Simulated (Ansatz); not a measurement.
# NbSi2N4 monolayer in a perpendicular field

Aim: how the NbSi2N4 monolayer screens a field along its normal, and what the field does to its bands. A positive field points along +c.

Program: Ansatz 0.2.0. Level of theory: plane-wave DFT, PBE-D3(BJ), Ansatz PAW. Results are calculated unless marked as measured.

### Step 1. Set-up

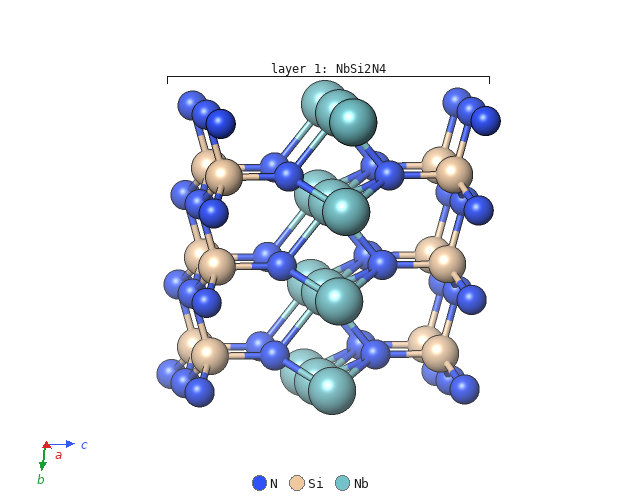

The starting structure, seen from the side, with the c axis across the page (nitrogen blue, silicon light orange, niobium teal). 2×3×1 cells are drawn. Bonds to atoms that aren't drawn are left out. Some periodic images of atoms are drawn too.

The cell holds 7 atoms: 4 N, 2 Si and 1 Nb. Cell: a = 2.920 Å, b = 2.920 Å, c = 45.359 Å, α = 90.0°, β = 90.0°, γ = 120.0°. Vacuum lies along c.

As a file:

```cif
data_structure
_symmetry_space_group_name_H-M 'P 1'
_symmetry_Int_Tables_number 1
_cell_length_a 2.9200
_cell_length_b 2.9200
_cell_length_c 45.3587
_cell_angle_alpha 90.000
_cell_angle_beta 90.000
_cell_angle_gamma 120.000
_cell_volume 334.93
loop_
_atom_site_label
_atom_site_type_symbol
_atom_site_fract_x
_atom_site_fract_y
_atom_site_fract_z
_atom_site_occupancy
N1 N 0.00000 0.00000 0.42109 1
Si2 Si 0.33333 0.66667 0.43144 1
N3 N 0.33333 0.66667 0.47002 1
Nb4 Nb 0.00000 0.00000 0.50000 1
N5 N 0.33333 0.66667 0.52998 1
Si6 Si 0.33333 0.66667 0.56856 1
N7 N 0.00000 0.00000 0.57891 1
```

### Step 2. Relaxing the slab

The starting cell is a guess, so the in-plane lattice and the atoms are relaxed first, with the slab cut off from its images along the normal.

input.yaml

```yaml
crystal:
  lattice:
    - [2.92, 0.0, 0.0]
    - [-1.46, 2.5287941791, 0.0]
    - [0.0, 0.0, 45.3587341686]
  atoms:
    - { symbol: "N", position: [0.0, 0.0, 0.4210875888] }
    - { symbol: Si, position: [0.3333333333, 0.6666666667, 0.4314369138] }
    - { symbol: "N", position: [0.3333333333, 0.6666666667, 0.4700182373] }
    - { symbol: Nb, position: [0.0, 0.0, 0.5], spin: 1.0 }
    - { symbol: "N", position: [0.3333333333, 0.6666666667, 0.5299817627] }
    - { symbol: Si, position: [0.3333333333, 0.6666666667, 0.5685630862] }
    - { symbol: "N", position: [0.0, 0.0, 0.5789124112] }
  periodic: [true, true, false]
magnetization:
  spin_polarized: true
kpoints:
  mp_grid: { grid: [12, 12, 1] }
hamiltonian:
  xc: pbe
  dispersion: d3bj
scf:
  occupations: { method: fermi_dirac, width: 0.05 }
  convergence: { dr2_threshold: 1.0e-09 }
relax:
  f_tol: 0.004
  max_steps: 90
  cell: {}
output:
  write_potential: true
  write_density: true
  volumetric_format: npy
```

Run with:

```console
$ ansatz run input.yaml --threads 4 --pin off --max-ram 6144MiB --backend cpu --events-out ev --progress --plain --runs-dir out
```

Numbers of over 12 decimals in the logs are rounded to 6 here.

Output:

```text
Warning: relax.cell: scf.convergence.dr2_threshold = 1e-9 eV is looser than the 2.37753844499e-10 eV advised for a relaxation that steers and ends on the stress (1e-10 eV for each atom of the cell: 7, times the square of relax.cell.stress_2d_tol = 0.05 N/m over 17.2 Å (the atoms' height at the walk's start and 5 Å past either face), 2.914e-2 GPa, over a crystal's default 0.05). What an SCF threshold leaves in a stress goes as its square root, and in the free energy as the threshold itself, and one threshold admits the most on a small cell: [figures from the program's tests cut] Set scf.convergence.dr2_threshold to 2.37753844499e-10 eV or tighter. [rest of the remark cut]
Engine: ansatz 0.2.0, x86_64-unknown-linux-gnu
Pseudopotentials: kind: paw
Pseudopotential: N, paw, valence charge 5, recommended cutoff 420 eV (normal), N.paw.azcp
Pseudopotential: Si, paw, valence charge 4, recommended cutoff 420 eV (normal), Si.paw.azcp
Pseudopotential: Nb, paw, valence charge 13, recommended cutoff 420 eV (normal), Nb.paw.azcp
Functional definition: PBE
  parameter kappa = 0.804
  parameter beta = 0.066725
  exchange = pbe_x(kappa = kappa, mu = beta*pi^2/3)
  correlation = pbe_c(beta = beta)
Crystal: 7 atoms, lattice volume = 334.932 Å³
Basis set: ecut = 420 eV, 6499 PW (Γ), exchange–correlation on 40×40×640 points (8 copies of the dense FFT grid, shifted against one another)
Bands: 28, of which v1, the nominal top of the filled ones, is band 21 counted from 1 (20 counted from 0)
Symmetry: 12 space group operations
Space group: P-6m2 (ITA 187), of the structure as read, at distance tolerance 6.9e-5 Å
Magnetic group: BNS 187.209 (UNI 1439), of the structure as read, at distance tolerance 6.9e-5 Å
k-points: 19 of 144 (time reversal used)
Non-local potential: N, projectors of the file, l = 0: 2, l = 1: 2, l = 2: 1
Non-local potential: Si, projectors of the file, l = 0: 2, l = 1: 2, l = 2: 2
Non-local potential: Nb, projectors of the file, l = 0: 3, l = 1: 2, l = 2: 2, l = 3: 1
PAW form: soft (Blöchl's): semilocal exchange-correlation on the pseudo side does not see the compensation charge
PAW one-centre angular grid: N, 110 points (default); XC on 64 Gauss nodes
PAW one-centre angular grid: Si, 110 points (default); XC on 64 Gauss nodes
PAW one-centre angular grid: Nb, 590 points (default); XC on 64 Gauss nodes
Initial density: superposition of atomic densities (neutral atoms: chi_scale 0, normalization atom)
Starting moments: Σ|m| = 1 μB on 1 of 7 sites
Initial wavefunctions: pseudopotential atomic-orbital guess
Functional: x = pbe(κ = 0.804, μ = 0.219515), c = pbe(β = 0.066725)
SCF iter   1: F=—  HF=-7376.126603 eV  |F-HF|=—  |Δ(HF+E_count)|=         —  Δρ=4.54e-2 (↑4.54e-2 ↓4.50e-2)  dr2=3.23e1  dr2_m=4.11e-2  M=0.817 μB ∫|m|=0.858 μB  β_m=0.30  ethr=3.10e-3  ⟨swp⟩=14.6  Hψ=9608  notcnv=0  defer=6
Mixer restart at iter 1: flushing history
preconditioner: auto → LDOS  [metal: Δε(μ)=0.054 eV  Ē_g=13.174 eV  σ=0.050 eV  W_gap=0.26  n_scr=26 (ndim 8)  ℏωp=11.7 eV  f_vac=0.754  D(μ)=1.26/eV (n_scr^D=10)]
spin=Collinear: LDOS preconditioning applied to the charge; magnetization (m = ρ↑ − ρ↓) channel mixes plain (no charge-response kernel on spin).
SCF iter   2: F=—  HF=-7368.931207 eV  |F-HF|=—  |Δ(HF+E_count)|=    7.20e0  Δρ=1.84e-2 (↑1.84e-2 ↓1.83e-2)  dr2=5.53e0  dr2_m=1.90e-2  M=0.826 μB ∫|m|=0.863 μB  β_m=0.39  ethr=3.10e-3  ⟨swp⟩=5.2  Hψ=3781  notcnv=0  defer=52
SCF iter   3: F=—  HF=-7367.971551 eV  |F-HF|=—  |Δ(HF+E_count)|=   9.60e-1  Δρ=7.60e-3 (↑7.27e-3 ↓7.60e-3)  dr2=4.04e-1  dr2_m=4.59e-3  M=0.820 μB ∫|m|=0.850 μB  β_m=0.56  ethr=3.10e-3  ⟨swp⟩=5.0  Hψ=3123  notcnv=0  defer=51
SCF iter   4: F=—  HF=-7367.971229 eV  |F-HF|=—  |Δ(HF+E_count)|=   3.22e-4  Δρ=1.84e-3 (↑1.66e-3 ↓1.84e-3)  dr2=3.32e-2  dr2_m=5.37e-4  M=0.835 μB ∫|m|=0.851 μB  β_m=0.58  ethr=9.84e-4  ⟨swp⟩=3.7  Hψ=2056  notcnv=0  defer=48
SCF iter   5: F=—  HF=-7367.976320 eV  |F-HF|=—  |Δ(HF+E_count)|=         —  Δρ=6.28e-4 (↑5.50e-4 ↓6.28e-4)  dr2=1.84e-3  dr2_m=2.53e-4  M=0.853 μB ∫|m|=0.865 μB  β_m=0.58  ethr=8.11e-5  ⟨swp⟩=3.3  Hψ=2754  notcnv=0  defer=48
SCF iter   6: F=—  HF=-7367.978252 eV  |F-HF|=—  |Δ(HF+E_count)|=   1.93e-3  Δρ=4.50e-4 (↑3.41e-4 ↓4.50e-4)  dr2=6.15e-4  dr2_m=2.22e-4  M=0.873 μB ∫|m|=0.885 μB  β_m=0.79  ethr=4.49e-6  ⟨swp⟩=3.3  Hψ=2299  notcnv=0  defer=48
SCF iter   7: F=—  HF=-7367.980724 eV  |F-HF|=—  |Δ(HF+E_count)|=   2.47e-3  Δρ=2.25e-4 (↑1.80e-4 ↓2.25e-4)  dr2=6.80e-5  dr2_m=1.16e-4  M=0.915 μB ∫|m|=0.927 μB  β_m=0.89  ethr=1.50e-6  ⟨swp⟩=3.1  Hψ=2357  notcnv=0  defer=48
SCF iter   8: F=—  HF=-7367.981106 eV  |F-HF|=—  |Δ(HF+E_count)|=   3.82e-4  Δρ=5.84e-5 (↑5.84e-5 ↓5.03e-5)  dr2=3.75e-5  dr2_m=4.06e-6  M=0.936 μB ∫|m|=0.949 μB  β_m=0.83  ethr=1.66e-7  ⟨swp⟩=4.5  Hψ=2839  notcnv=0  defer=48
SCF iter   9: F=—  HF=-7367.981473 eV  |F-HF|=—  |Δ(HF+E_count)|=   3.67e-4  Δρ=3.00e-5 (↑1.87e-5 ↓3.00e-5)  dr2=7.96e-6  dr2_m=1.18e-6  M=0.937 μB ∫|m|=0.950 μB  β_m=0.77  ethr=9.16e-8  ⟨swp⟩=3.8  Hψ=2479  notcnv=0  defer=48
SCF iter  10: F=—  HF=-7367.981475 eV  |F-HF|=—  |Δ(HF+E_count)|=   1.34e-6  Δρ=1.13e-5 (↑9.18e-6 ↓1.13e-5)  dr2=2.24e-7  dr2_m=2.71e-7  M=0.938 μB ∫|m|=0.951 μB  β_m=0.82  ethr=1.94e-8  ⟨swp⟩=3.4  Hψ=2210  notcnv=0  defer=48
SCF iter  11: F=—  HF=-7367.981475 eV  |F-HF|=—  |Δ(HF+E_count)|=   6.68e-7  Δρ=2.39e-6 (↑2.39e-6 ↓2.24e-6)  dr2=1.89e-8  dr2_m=1.27e-8  M=0.938 μB ∫|m|=0.951 μB  β_m=0.83  ethr=5.47e-10  ⟨swp⟩=3.2  Hψ=2462  notcnv=0  defer=48
SCF iter  12: F=—  HF=-7367.981475 eV  |F-HF|=—  |Δ(HF+E_count)|=   1.56e-8  Δρ=8.88e-7 (↑6.92e-7 ↓8.88e-7)  dr2=4.74e-9  dr2_m=1.24e-9  M=0.938 μB ∫|m|=0.951 μB  β_m=0.81  ethr=4.60e-11  ⟨swp⟩=3.2  Hψ=2399  notcnv=0  defer=48
SCF iter  13: F=-7367.981475 eV  HF=-7367.981475 eV  |F-HF|=9.52e-9  |Δ(HF+E_count)|=   2.16e-8  Δρ=2.57e-7 (↑2.44e-7 ↓2.57e-7)  dr2=4.46e-10  dr2_m=7.31e-11  M=0.938 μB ∫|m|=0.951 μB  ethr=2.44e-12  ⟨swp⟩=10.2  Hψ=9527  notcnv=0
SCF 1 converged in 13 iterations: F = -7367.981475 eV  dr2 = 4.46e-10
  greatest PAW one-centre occupation: 0.999 electrons in one spin orbital (limit 2), on the Nb atom at site 3 (counted from 0), in its partial waves of l = 0
relax step   1: F+E_penalty+E_count = -7367.98147548 eV  Δ(F+E_penalty+E_count) = +0.000e0 eV  max|allowed force component| = 1.862e0 eV/Å  Δτ_max = 0.0000 Å  P = +4.957 N/m  Ω = 334.932 Å³  fix = [c, alpha, beta]  reactions: c +0.000 N/m  (13 SCF iters, accepted)
Crystal: 7 atoms, lattice volume = 341.444 Å³
[...]
relax step   5: F+E_penalty+E_count = -7368.24701877 eV  Δ(F+E_penalty+E_count) = -5.599e-4 eV  max|allowed force component| = 4.966e-3 eV/Å  Δτ_max = 0.0030 Å  P = +0.008 N/m  Ω = 341.757 Å³  energy of the carried Pulay correction = -4.342e-3 eV  fix = [c, alpha, beta]  reactions: c +0.000 N/m  (8 SCF iters, accepted)
[...]
relax step   6: F+E_penalty+E_count = -7368.24701414 eV  Δ(F+E_penalty+E_count) = +4.627e-6 eV  max|allowed force component| = 7.195e-5 eV/Å  Δτ_max = 0.0001 Å  P = +0.000 N/m  Ω = 341.766 Å³  energy of the carried Pulay correction = -4.347e-3 eV  fix = [c, alpha, beta]  reactions: c +0.000 N/m  (5 SCF iters, accepted)
[...]
relax step   7: F+E_penalty+E_count = -7368.25193637 eV  Δ(F+E_penalty+E_count) = -4.922e-3 eV  max|allowed force component| = 2.726e-4 eV/Å  Δτ_max = 0.0000 Å  P = +0.135 N/m  Ω = 341.766 Å³  fix = [c, alpha, beta]  reactions: c +0.000 N/m  stress off target by 1.35e-1 N/m on what of the cell is left free  SCF on the basis re-selected at this cell (its energy is not comparable with the rows above)  (6 SCF iters)
[...]
relax step   8: F+E_penalty+E_count = -7368.25186010 eV  Δ(F+E_penalty+E_count) = +7.628e-5 eV  max|allowed force component| = 4.371e-4 eV/Å  Δτ_max = 0.0003 Å  P = +0.002 N/m  Ω = 341.905 Å³  energy of the carried Pulay correction = -8.935e-5 eV  fix = [c, alpha, beta]  reactions: c +0.000 N/m  (6 SCF iters, accepted)
iter 1 solved again at ethr=1.41e-7 eV; its pass at ethr=3.10e-3 eV (dr2=5.78e-5 eV) is discarded
SCF iter   1: F=—  HF=-7368.251903 eV  |F-HF|=—  |Δ(HF+E_count)|=         —  Δρ=9.26e-7 (↑8.88e-7 ↓9.26e-7)  dr2=3.30e-9  dr2_m=7.07e-11  M=0.864 μB ∫|m|=0.880 μB  β_m=0.65  ethr=1.41e-7  ⟨swp⟩=7.4  Hψ=15990  notcnv=0
eigensolver tolerance schedule: the retry pair's looser diagonalisation over-reported the residual by 17506.87 of it (diagonalisation noise at 3.92 of the residual, at the tolerance the schedule requests for it); recorded, not acted on — ethr = c·dr2/N_el stays at c = 1.0e-1
preconditioner: auto → LDOS  [metal: Δε(μ)=0.088 eV  Ē_g=11.863 eV  σ=0.050 eV  W_gap=0.40  n_scr=26 (ndim 8)  ℏωp=11.5 eV  f_vac=0.768  D(μ)=1.42/eV (n_scr^D=12)]
spin=Collinear: LDOS preconditioning applied to the charge; magnetization (m = ρ↑ − ρ↓) channel mixes plain (no charge-response kernel on spin).
SCF iter   2: F=—  HF=-7368.251969 eV  |F-HF|=—  |Δ(HF+E_count)|=   6.60e-5  Δρ=5.60e-7 (↑5.24e-7 ↓5.60e-7)  dr2=3.01e-9  dr2_m=1.99e-11  M=0.864 μB ∫|m|=0.880 μB  β_m=0.37  ethr=8.06e-12  ⟨swp⟩=7.1  Hψ=4956  notcnv=0
SCF iter   3: F=—  HF=-7368.251969 eV  |F-HF|=—  |Δ(HF+E_count)|=  2.73e-10  Δρ=3.82e-7 (↑3.65e-7 ↓3.82e-7)  dr2=5.61e-10  dr2_m=8.38e-12  M=0.864 μB ∫|m|=0.880 μB  β_m=0.69  ethr=7.35e-12  ⟨swp⟩=2.2  Hψ=1543  notcnv=0
SCF iter   4: F=-7368.251969 eV  HF=-7368.251969 eV  |F-HF|=2.00e-11  |Δ(HF+E_count)|=  8.24e-10  Δρ=1.15e-7 (↑1.12e-7 ↓1.15e-7)  dr2=1.08e-10  dr2_m=5.46e-13  M=0.864 μB ∫|m|=0.880 μB  ethr=1.37e-12  ⟨swp⟩=15.7  Hψ=10391  notcnv=0
SCF 9 converged in 4 iterations: F = -7368.251969 eV  dr2 = 1.08e-10
relax step   9: F+E_penalty+E_count = -7368.25196904 eV  Δ(F+E_penalty+E_count) = -1.089e-4 eV  max|allowed force component| = 4.555e-4 eV/Å  Δτ_max = 0.0000 Å  P = +0.003 N/m  Ω = 341.905 Å³  fix = [c, alpha, beta]  reactions: c +0.000 N/m  stress off target by 2.90e-3 N/m on what of the cell is left free  SCF on the basis re-selected at this cell (its energy is not comparable with the rows above)  (4 SCF iters)
basis re-selected at this cell: Δ(F+E_penalty+E_count) = -1.089e-4 eV, ΔP = +0.001 N/m vs the last step (what re-selecting the basis moved, of the pressure what is left beyond the Pulay correction that the steps carried, after the strain that the cell walked since its last selection, with what the two solves' SCF thresholds leave and, on support functions, any second-order correction that the steps lacked; it is no m [...]
WARN: The output density's exchange-correlation potential varies sharply where the density is thin. Do not read a vacuum level from v_tot or v_xc, or from such a field of the output density. On a cell that repeats whose density bears no net charge and no dipole along the vacuum's axis use v_es (v_loc + v_h of the components); under efield.dipole_correction with no amplitude use v_es + v_field, which holds any externa [...]
SCF converged after 4 iterations
Magnetization: 0.8639 μB (20.9320 up, 20.0680 down)
Absolute magnetization: 0.8808 μB (∫|ρ↑−ρ↓|, with the PAW one-centre terms)
Spin contamination: 0.0038 ħ² per cell (⟨S²⟩ above its minimum at these occupations)
Per-site moments (μB) at R_I (Å): [(0.00797996, 0.732723), (0.00365233, 0.720719), (0.00695605, 0.720719), (0.351967, 0.873160), (0.00695605, 0.720719), (0.00365233, 0.720719), (0.00797996, 0.732723)]
Free energy (F): -7368.251969 eV
Harris-Foulkes:  -7368.251969 eV  (|F-HF|=2.00e-11)
Internal energy: -7368.240065 eV  (E = F + TS)
E sigma→0 (E₀):  -7368.246017 eV
Entropy (-TS):   -0.011904 eV (-1.701 meV/atom)
Fermi energy:    -5.447451 eV
--- Per-component energies (eV) ---
  E_band       = -762.098802
  E_kinetic    = 1019.681031
  E_local      = -176782.082658  (includes V_loc(G=0)·N_el)
  E_nonlocal   = 346.839206
  E_hartree    = 87731.404537
  E_xc         = -532.298641
  E_vxc        = -620.153856  (∫ρ·V_xc dr)
  E_paw        = -4608.303897  (= ΣΔE_a)
  E_vpaw       = -189.193436  (= ΣTr[D̂ρ^β])
  E_aug_tail   = 0.000419  (compensation charges beyond the density's cutoff)
  E_ewald      = 85458.384825
  E_disp       = -1.864886  (pairwise vdW)
  E_smearing   = -0.011904  (= −TS)
  E_closure    = 0.000000  (closes the sum)
  Σ components = -7368.251969   (vs F -7368.251969, Δ=0.00e0)
--- Forces (eV/Å), atoms counted from 1 ---
  atom   1  N     -0.00000000     0.00000000    -0.00013499
  atom   2  Si     0.00000000     0.00000000     0.00045552
  atom   3  N     -0.00000000     0.00000000    -0.00008988
  atom   4  Nb    -0.00000000     0.00000000     0.00000000
  atom   5  N     -0.00000000     0.00000000     0.00008988
  atom   6  Si     0.00000000     0.00000000    -0.00045552
  atom   7  N     -0.00000000     0.00000000     0.00013499
  max |Σ_I F_I| component: 1.85e-16 eV/Å
--- 2D stress c σ (N/m, compression-positive) ---
        0.002898      -0.000000       0.000000
       -0.000000       0.002898       0.000000
        0.000000       0.000000       0.000000
  P = ½ c Tr σ = 0.0029 N/m
--- Band table (eV; the first three rows and the last of 38) ---
  k-point 0 ↑: bands = [... 17 lower, -7.5962, -7.5962, -7.5711, -5.1576, -2.1389, -2.1389, -1.6696, -1.6655, ... 3 higher]
  k-point 1 ↑: bands = [... 17 lower, -7.8313, -7.7283, -7.3674, -5.2256, -2.4182, -2.1406, -1.8513, -1.3442, ... 3 higher]
  k-point 2 ↑: bands = [... 17 lower, -8.0645, -8.0563, -7.4051, -5.6051, -2.4660, -2.1225, -1.8585, -0.8584, ... 3 higher]
  k-point 18 ↓: bands = [... 17 lower, -9.1029, -7.2620, -6.5366, -4.7340, -2.1759, -1.4849, -0.1773, 0.1170, ... 3 higher]
  the weakly bound empty levels are not read free of the cell's end (no_gap_told)
--- Relaxed structure (7 steps of the walk, 7 accepted, 2 SCFs on fresh bases) ---
  F+E_penalty+E_count = -7368.25196904 eV   max|allowed force component| = 4.555e-4 eV/Å   (the final SCF, on the basis selected at the relaxed cell)
  cell:  # Å, volume = 341.9055 Å³
    - [2.950239, 1.6786156662266948e-18, 0]
    - [-1.475120, 2.554982, 0]
    - [0, 0, 45.3587341686]
  atoms:
    - { symbol: N, position: [1.0120196135817173e-17, -5.1357255561990634e-17, 0.422665] }
    - { symbol: Si, position: [0.333333, 0.666667, 0.433774] }
    - { symbol: N, position: [0.333333, 0.666667, 0.472294] }
    - { symbol: Nb, position: [1.057355261855496e-17, -5.1357255561990634e-17, 0.5] }
    - { symbol: N, position: [0.333333, 0.666667, 0.527706] }
    - { symbol: Si, position: [0.333333, 0.666667, 0.566226] }
    - { symbol: N, position: [1.1026909101292814e-17, -5.1357255561990634e-17, 0.577335] }
```

Wall time 56 s (4 threads of Intel Xeon 6975P-C (Granite Rapids), shared host); peak memory 0.98 GiB.

The steps of the relaxation:

```csv
step,energy less that of the first step (eV),largest force component (eV/Å),volume (Å³)
1,0.0000,1.8621,334.93
2,-0.1915,1.0732,341.44
3,-0.2611,0.2547,340.28
4,-0.2650,0.1132,341.07
5,-0.2655,0.0050,341.76
6,-0.2655,0.0001,341.77
7*,-0.2705,0.0003,341.77
8,-0.2704,0.0004,341.91
9*,-0.2705,0.0005,341.91
```

Relaxation steps marked * repeat the geometry before them on a plane-wave basis chosen anew for their cell, so energy and pressure can jump there.

The run keeps the 12 symmetry operations that it works with, so distortions that break them were not tested.

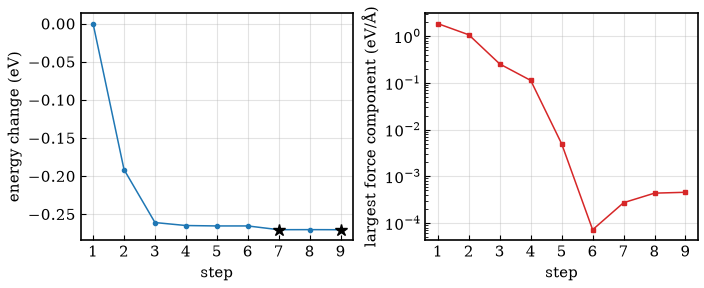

Energy and largest force along the relaxation. Stars mark steps on a basis chosen anew.

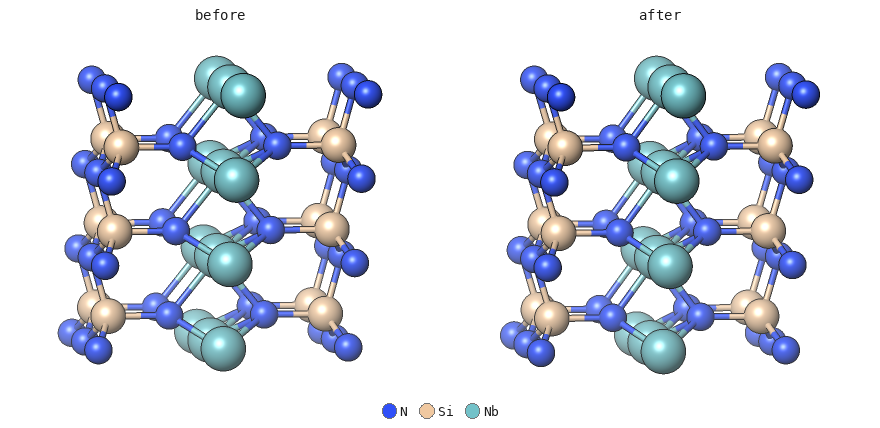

The structure before and after the relaxation, drawn at the same scale. Bonds to atoms that aren't drawn are left out.

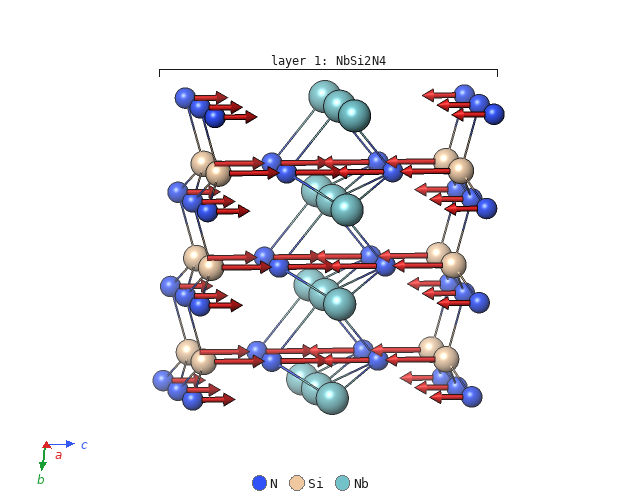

Displacements in the relaxation, exaggerated, measured against the changing cell; the longest in the cell stands for 0.11 Å. Bonds to atoms that aren't drawn are left out. 2×3×1 cells are drawn. Some periodic images of atoms are drawn too.

```csv
cell as run,before,after,change
a (Å),2.920,2.950,+1.0 %
b (Å),2.920,2.950,+1.0 %
```

The atoms that moved most (Å, along periodic axes as changes of fractional coordinates times the final cell, across vacuum about the mean position):

```csv
atom,dx,dy,dz,length
Si2,0.000,0.000,0.106,0.106
Si6,0.000,0.000,-0.106,0.106
N5,0.000,0.000,-0.103,0.103
N3,0.000,0.000,0.103,0.103
N1,0.000,0.000,0.072,0.072
N7,0.000,0.000,-0.072,0.072
```

The relaxed structure:

```xyz
7
Lattice="2.9502 0.0000 0.0000 -1.4751 2.5550 0.0000 0.0000 0.0000 45.3587" Properties=species:S:1:pos:R:3
N     0.0000    0.0000   19.1715
Si    0.0000    1.7033   19.6755
N     0.0000    1.7033   21.4227
Nb    0.0000    0.0000   22.6794
N     0.0000    1.7033   23.9361
Si    0.0000    1.7033   25.6833
N     0.0000    0.0000   26.1872
```

This step gave:

| Item | Value |
| --- | --- |
| energy at zero smearing | -7368.2460 eV |
| total moment | 0.8639 μB |
| site moments | 0.007980, 0.003652, 0.006956, 0.3520, 0.006956, 0.003652, 0.007980 μB |

Site moment by atom:

```csv
atom,site moment (μB)
N1,0.008
Si2,0.004
N3,0.007
Nb4,0.352
N5,0.007
Si6,0.004
N7,0.008
```

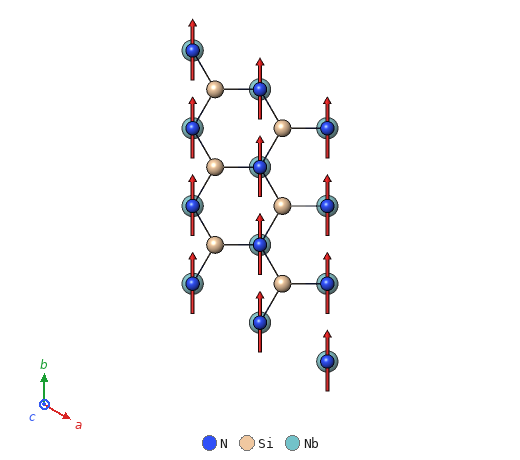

Site moment as arrows, the longest 0.352 μB. Up and down stand for the sign. Arrows give size and sign along the axis of quantisation, drawn up and down the page. Bonds to atoms that aren't drawn are left out. 2×3×1 cells are drawn. Some periodic images of atoms are drawn too.

The lattice constant a goes from 2.920 to 2.950 Å.

(Continued in part 2 of 3.)

[Logs are printed without paths, hosts, clocks, repeated set-up lines and the standing remarks that a program may print on its own settings, such as how far it seeks lower states.]

[Hosts, paths, dates, database ids (printed as entryN), source tags and the programs' standing remarks are cut or masked in the printed files.]

[Maps of the electrostatic potential energy from Ansatz leave out the sawtooth potential of an applied field or a dipole correction, so their vacuum need not be flat; planar profiles and work functions include it.]
